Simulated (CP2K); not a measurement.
Consider 3-methoxypyridine at its PBE geometry (Å).

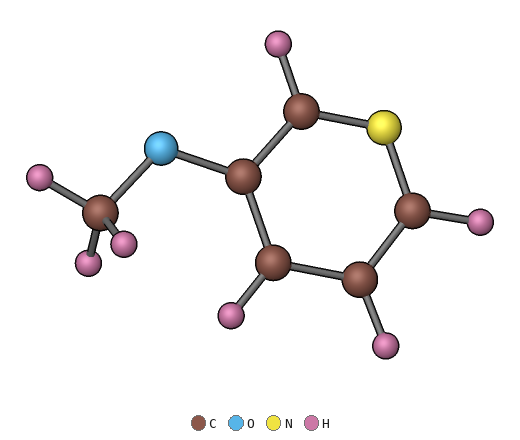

The molecule (carbon brown, oxygen blue, nitrogen yellow, hydrogen pink).

```xyz
15

C    -2.4646   -0.5484   -0.0808
O    -1.6492    0.6282   -0.1709
C    -0.2933    0.4584   -0.0733
C     0.3653   -0.7629    0.1025
C     1.7618   -0.7462    0.1870
C     2.4375    0.4686    0.0951
N     1.8076    1.6495   -0.0767
C     0.4761    1.6353   -0.1591
H    -2.2366   -1.2543   -0.8951
H    -2.3329   -1.0508    0.8902
H    -3.4985   -0.2012   -0.1756
H    -0.1802   -1.7018    0.1734
H     2.3149   -1.6755    0.3226
H     3.5266    0.5094    0.1603
H    -0.0344    2.5917   -0.2995
```

Method: CP2K XAS_TDP, all-electron GAPW, PBEh(45%), aug-cc-pVDZ, TDA, GW2X-corrected core level, no relativity.

**Question.** Where do the C K-edge lines lie, and how strong are they?

Leading lines: C1 291.70 eV, C3 288.73 eV, C4 287.17 eV, C5 287.21 eV, C6 287.64 eV and C8 287.35 eV. The leading line of an atom is its first one with 35 % of the strongest within 2.5 eV of its lowest line over the strength cut. Core ionisation energies at this level: C5 292.19, C8 292.58, C4 292.28, C6 292.48, C1 294.22 and C3 293.55 eV.

The first six lines of each atom with a strength over 0.0015:

| atom | energy (eV) | states | strength, one atom | above the computed threshold |
| --- | --- | --- | --- | --- |
| C1 (bonded to O and 3 H) | 291.70 | 1 | 0.0374 |  |
|  | 291.97 | 1 | 0.0021 |  |
|  | 292.18 | 1 | 0.0070 |  |
|  | 292.64 | 1 | 0.0117 |  |
|  | 292.69 | 1 | 0.0241 |  |
|  | 292.97 | 1 | 0.0069 |  |
| C3 (bonded to 2 C and O) | 288.73 | 1 | 0.0586 |  |
|  | 292.06 | 1 | 0.0176 |  |
|  | 292.89 | 1 | 0.0044 |  |
|  | 293.99 | 1 | 0.0021 | yes |
|  | 294.00 | 1 | 0.0035 | yes |
|  | 294.16 | 1 | 0.0015 | yes |
| C4 (bonded to 2 C and H) | 287.17 | 1 | 0.0487 |  |
|  | 290.18 | 1 | 0.0104 |  |
|  | 291.19 | 1 | 0.0026 |  |
|  | 291.49 | 1 | 0.0021 |  |
|  | 292.06 | 1 | 0.0023 |  |
|  | 292.48 | 1 | 0.0053 | yes |
| C5 (bonded to 2 C and H) | 287.21 | 1 | 0.0503 |  |
|  | 290.12 | 1 | 0.0110 |  |
|  | 291.12 | 1 | 0.0018 |  |
|  | 291.58 | 1 | 0.0020 |  |
|  | 292.04 | 1 | 0.0016 |  |
|  | 292.42 | 1 | 0.0029 | yes |
| C6 (bonded to C, N and H) | 287.64 | 1 | 0.0533 |  |
|  | 290.70 | 1 | 0.0096 |  |
|  | 291.48 | 1 | 0.0026 |  |
|  | 292.11 | 2 | 0.0027 |  |
|  | 292.69 | 1 | 0.0026 | yes |
|  | 293.00 | 1 | 0.0022 | yes |
| C8 (bonded to C, N and H) | 287.35 | 1 | 0.0501 |  |
|  | 289.66 | 1 | 0.0021 |  |
|  | 291.07 | 1 | 0.0085 |  |
|  | 291.53 | 1 | 0.0047 |  |
|  | 292.00 | 1 | 0.0029 |  |
|  | 292.88 | 1 | 0.0024 | yes |

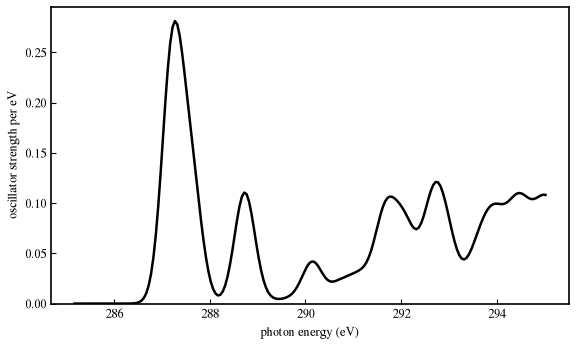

All atoms added, broadened by 0.5 eV.

Lines are vertical, at one geometry, with no vibrational structure. GW2X ionisation energies and lines can be off by 1 to 2 eV either way, and a good line position may hide errors that cancel. These values hold no scalar relativity, about 0.1 eV for C 1s. Rydberg lines, and the discretised continuum above threshold, depend on the basis and the box.

[Banner, clock and machine lines of the logs are left out without a mark of their own.]

[Logs are printed without paths, hosts, clocks, repeated set-up lines and the standing remarks that a program may print on its own settings, such as how far it seeks lower states.]

[Hosts, paths, dates, database ids (printed as entryN), source tags and the programs' standing remarks are cut or masked in the printed files.]
